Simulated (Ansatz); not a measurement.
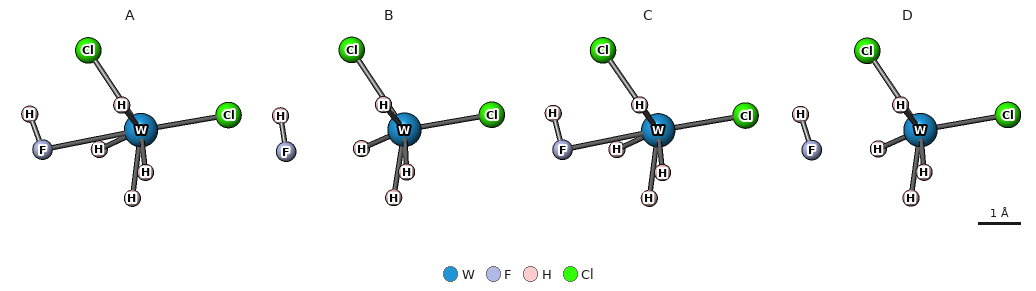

4 geometries from one relaxation of WH5Cl2F, in shuffled order. Style: ball-and-stick. Shown at a tilt.

The run prepares an end point of a later path (reaction) calculation, from a guessed geometry.

The calculation used RKS PBE/def2-SVP (Ansatz). Set-up: no spin polarisation; force threshold 0.03 eV/Å; at most 50 steps.

Question: Put them in the order of the run, from the start to the converged end.

Answer: B, D, A, C. They are steps 0, 1, 2, 7, at +19.4 kJ/mol, +10.3 kJ/mol, +2.18 kJ/mol relative to the last. The energy falls by 19.4 kJ/mol in 7 geometry steps. The largest force component goes from 0.35 to 0.018 eV/Å. The largest move after the best rigid fit is that of the F atom, 0.44 Å. Largest moves by element: F 0.44 Å, H 0.36 Å, Cl 0.19 Å, W 0.13 Å. Near-neighbour distances that change, for instance: F–W 3.039 → 2.468 Å, H–W 3.079 → 2.615 Å, Cl–W 2.387 → 2.422 Å, F–H 0.935 → 0.964 Å. New bonds form, among them: F–W (3.04 → 2.47 Å). Bond angles that change, for instance: H–W–H 123.6° → 127.5°.

Limits of the set-up: the start holds two separate molecules, 2.6 Å apart at their closest, whose relative position is a soft coordinate and is computed without a dispersion correction.
